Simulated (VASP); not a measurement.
Band structure of BiP (space group P6_3/mmc). These are PBE GGA, VASP's PBE PAW potentials (set 64) (plane waves; VASP 6.6.1) values and carry that method's errors.

Unless said otherwise, spin-orbit coupling is left out, though it shifts the bands of the heavy elements here.

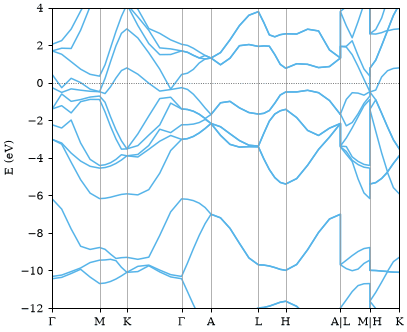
Figure: Bands along high-symmetry lines, zero at the valence-band maximum or, without a gap, the Fermi level

### Question
Read the plot: is there a gap, and where are the band edges?

### Answer
It has no gap at this level: it comes out as a metal or semimetal.

The structure was generated: BiP was put into an ordered model structure, which need not be its known phase. The cell was not relaxed at this level.
